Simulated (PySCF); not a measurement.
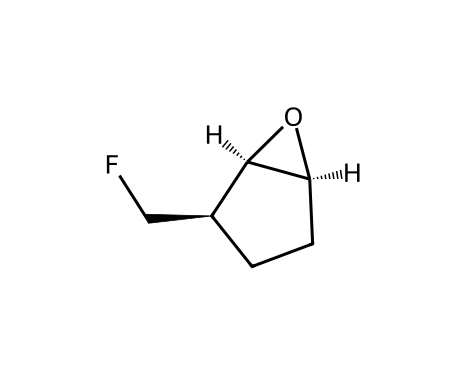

> Give its SMILES.

FC[C@@H]1CC[C@@H]2O[C@H]12

> What is the molecular formula?

C6H9FO.

> An optimisation with GFN2-xTB gave a structure of which point group?

C1.

More results for the same structure follow; atom numbers are the same in all pictures, views and colours differ. Computed geometry: GFN2-xTB optimisation. No frequency run is at hand to confirm it as a minimum.

### Shape

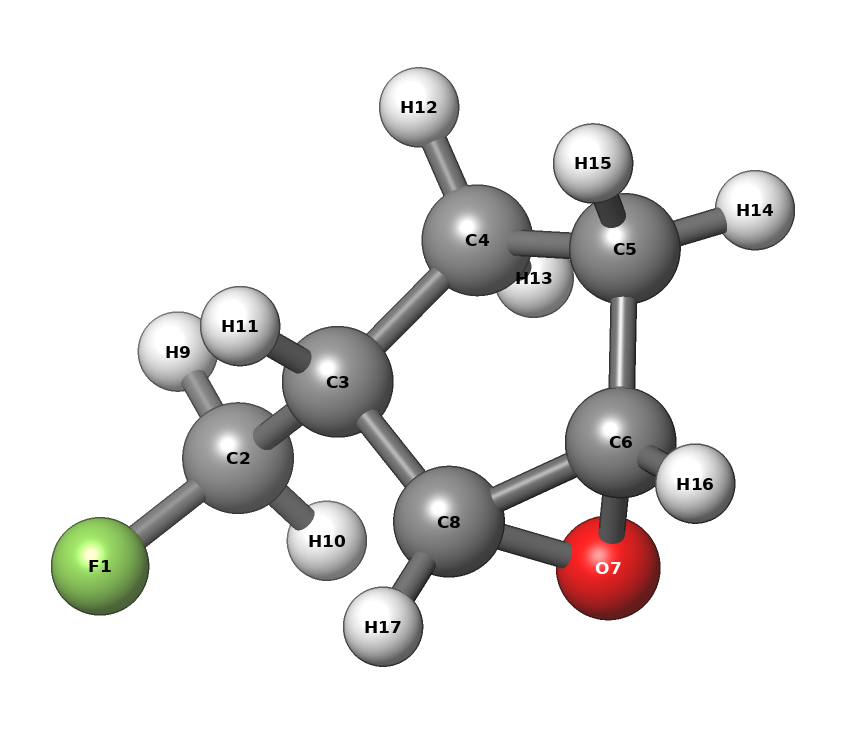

No frequency run is at hand to confirm it as a minimum.

Give the bond lengths. Leave out bonds to hydrogen.

```json
{"bond": "F1–C2", "length (Å)": "1.374", "order": "single"}
{"bond": "C2–C3", "length (Å)": "1.523", "order": "single"}
{"bond": "C3–C4", "length (Å)": "1.540", "order": "single"}
{"bond": "C3–C8", "length (Å)": "1.520", "order": "single"}
{"bond": "C4–C5", "length (Å)": "1.536", "order": "single"}
{"bond": "C5–C6", "length (Å)": "1.515", "order": "single"}
{"bond": "C6–O7", "length (Å)": "1.400", "order": "single"}
{"bond": "C6–C8", "length (Å)": "1.462", "order": "single"}
{"bond": "O7–C8", "length (Å)": "1.400", "order": "single"}
```

### Charges

The questions are on ESP-fitted charges. No frequency run is at hand to confirm it as a minimum. Properties computed with PBE0/pcSseg-1, gas phase (PySCF 2.14.0).

> Which atom carries the highest charge (most positive or least negative)?

C3 (0.15 e).

> And the lowest?

F1, O7 (−0.26 e).

List the ESP-fitted charges.

```tsv
atom	value (e)
F1	−0.26
C2	0.14
C3	0.15
C4	−0.15
C5	−0.10
C6	0.02
O7	−0.26
C8	−0.13
H9	0.02
H10	0.07
H11	0.03
H12	0.06
H13	0.05
H14	0.09
H15	0.05
H16	0.10
H17	0.14
```

### Electronic properties

No frequency run is at hand to confirm it as a minimum. Method: PBE0/def2-SVPD, gas phase (PySCF 2.14.0). Excitations: vertical, linear response.

Predict the main results.

- dipole moment: 2.62 D
- HOMO energy (Kohn–Sham orbital): −7.82 eV
- LUMO energy (Kohn–Sham orbital): 0.72 eV
- HOMO–LUMO gap: 8.53 eV
- mean static polarisability: 69.2 bohr³
- lowest vertical singlet excitation: 7.46 eV
- its oscillator strength: 0.006
- brightest of the 6 lowest singlets: 8.43 eV
- its oscillator strength: 0.03

### NMR shielding

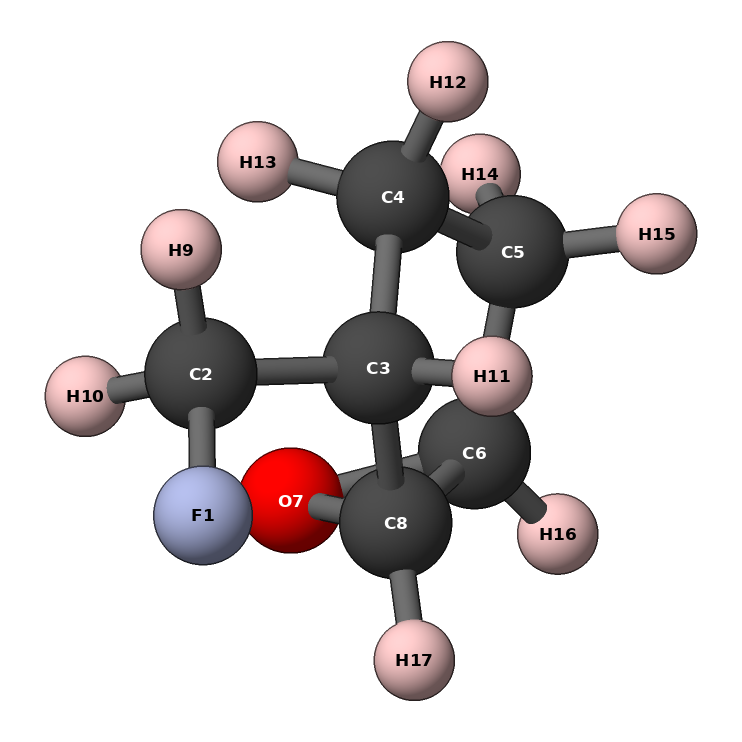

No frequency run is at hand to confirm it as a minimum. Properties computed with GIAO PBE0/pcSseg-1 NMR shielding, non-relativistic, gas phase (PySCF 2.14.0). Principal shieldings σ11 ≤ σ22 ≤ σ33, span Ω = σ33 − σ11, skew κ = 3(σiso − σ22)/Ω.

Give the shielding tensors of the F atoms.

| atom | σ11 | σ22 | σ33 | σiso | Ω | κ |
| --- | --- | --- | --- | --- | --- | --- |
| F1 | 374.3 | 414.1 | 461.3 | 416.6 | 87.0 | 0.08 |

Shieldings and span in ppm.

### Quadrupole coupling

No frequency run is at hand to confirm it as a minimum. Electric field gradients from the ground-state density, PBE0/pcSseg-1 (PySCF 2.14.0), non-relativistic apart from any core potentials.

Give the largest field-gradient component, the quadrupole coupling constant and the asymmetry for 17O at O7 (Q = −25.6 mb), 2H at H9 (Q = 2.86 mb), 2H at H10 (Q = 2.86 mb), 2H at H11 (Q = 2.86 mb), 2H at H12 (Q = 2.86 mb).

```
atom  V_zz (a.u.)  e²qQ/h (MHz)     η
  O7       −2.155         12.96  0.07
  H9        0.289         0.194  0.08
 H10        0.287         0.193  0.07
 H11        0.296         0.199  0.01
 H12        0.313         0.211  0.02
```
